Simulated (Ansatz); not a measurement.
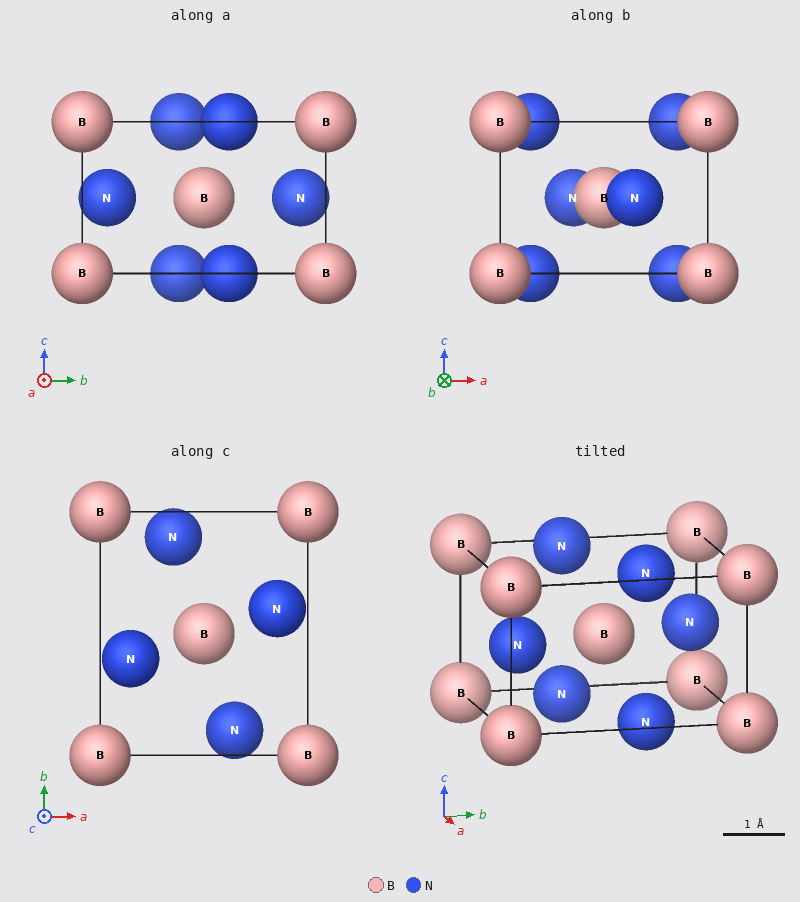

A spheres-only rendering, viewed along the a axis, along the b axis, along the c axis and slightly off an axis. The box is the conventional unit cell; atoms on or close to its faces, edges and corners are drawn wherever they repeat.

Lattice parameters: a = 3.463 Å, b = 4.056 Å, c = 2.528 Å, α = 90.00°, β = 90.00°, γ = 90.00°. Put a along x and b in the xy plane.

### Record the structure as a POSCAR file, with free fractional coordinates to two decimals.

```
B N
1.0
     3.463    0.000    0.000
     0.000    4.056    0.000
     0.000    0.000    2.528
B N
2 4
Direct
  0.50 0.50 0.50
  0.00 0.00 0.00
  0.35 0.90 0.50
  0.85 0.60 0.00
  0.65 0.10 0.50
  0.15 0.40 0.00
```

The starting point was a textbook structure type filled with these elements (whether it is the usual form wasn't checked). Earlier steps of the study may have refined or changed the cell and positions. Ansatz was used for an electronic-structure calculation on it.
